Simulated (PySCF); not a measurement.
Consider C2H13NOSi3 (SMILES CCO[SiH2]N([SiH3])[SiH3]).

Input

```
{"job": {"kind": "nmr", "xc": "PBE0", "basis": "pcSseg-1"}, "charge": 0, "multiplicity": 1}
C      3.005034     0.513703    -0.996086
C      2.345178    -0.613196    -0.236895
O      0.955580    -0.582300    -0.459230
Si    -0.259268    -1.136423     0.529720
N     -1.573078    -0.056493     0.174083
Si    -1.191739     1.468348    -0.621195
Si    -3.228372    -0.422612     0.613123
H      2.793140     0.426619    -2.072047
H      2.626264     1.487224    -0.650661
H      4.095844     0.492121    -0.852287
H      2.751253    -1.585733    -0.571464
H      2.566117    -0.528062     0.844643
H     -0.647651    -2.545485     0.227948
H      0.217796    -1.059192     1.947927
H     -2.461225     2.262212    -0.593305
H     -0.773929     1.301020    -2.042296
H     -0.141445     2.231351     0.117028
H     -3.770315     0.565753     1.594268
H     -3.237552    -1.778962     1.242507
H     -4.125750    -0.430265    -0.582114
```

Run with:

```sh
OMP_NUM_THREADS=1 python probes_run.py task.json out
```

Geometry: PBE0-D3(BJ)/def2-SVP.

Computed with PBE0/pcSseg-1, SCF density, gas phase, non-relativistic in PySCF.

What will maps of the electron density and electron localisation function show?

C–C (1.51 Å): ρ at the midpoint is about 1.7 e/Å³; the ELF peaks at about 0.95 between the atoms: localised, covalent bonding.
Si–N (1.74 Å): the density is about 1 e/Å³ at the midpoint; the ELF peaks at about 0.90 between the atoms, as expected for a polar covalent bond.
C–H (1.10 Å): ρ is about 1.9 e/Å³ halfway; the ELF climbs to about 1 towards the hydrogen, as it does in any bond to H; a covalent bond by its length.
Si–H (1.50 Å): ρ is about 0.77 e/Å³ halfway; the ELF climbs to about 1 towards the hydrogen.

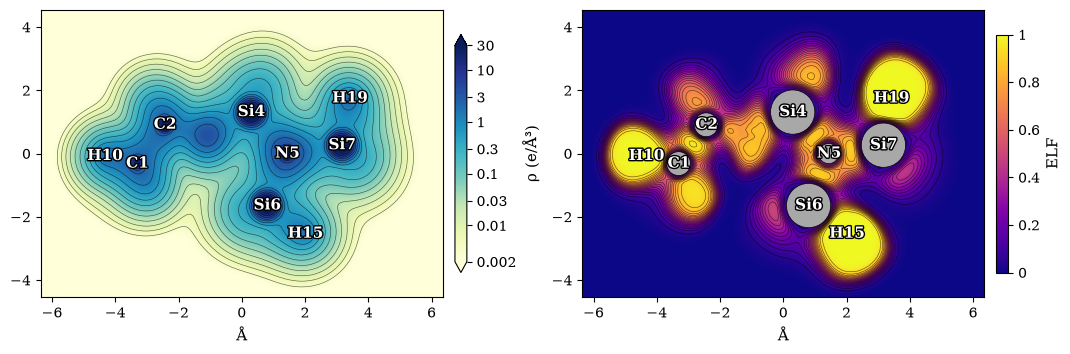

Computed electron density and electron localisation function on the plane of atoms Si6, N5 and Si7, in this order. Grey discs cover the atomic cores in the ELF map. 
